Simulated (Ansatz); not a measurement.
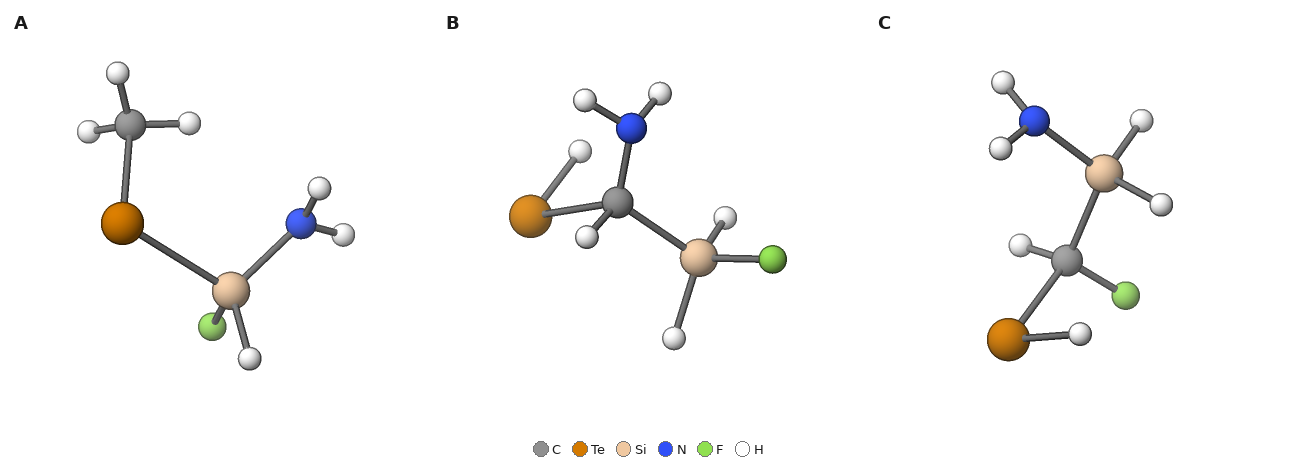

3 stationary structures of one formula. Geometries: PBE-D4/def2-SVP. Electronic energies: PBE-D4/def2-SVP (Ansatz 0.2.0), without zero-point energy. No frequency run is at hand to confirm each as a minimum. Each is one conformer, not always the lowest.

Question: How are they related?

Answer: They are constitutional isomers of CH6FNSiTe: A `C[Te][Si@H](N)F`, B `N[C@@H]([TeH])[SiH2]F`, C `N[SiH2][C@@H](F)[TeH]`.

Question: Rank them by energy, lowest first.

Answer: A is lowest; B lies 157.4 kJ/mol above it, C lies 273.0 kJ/mol above it.
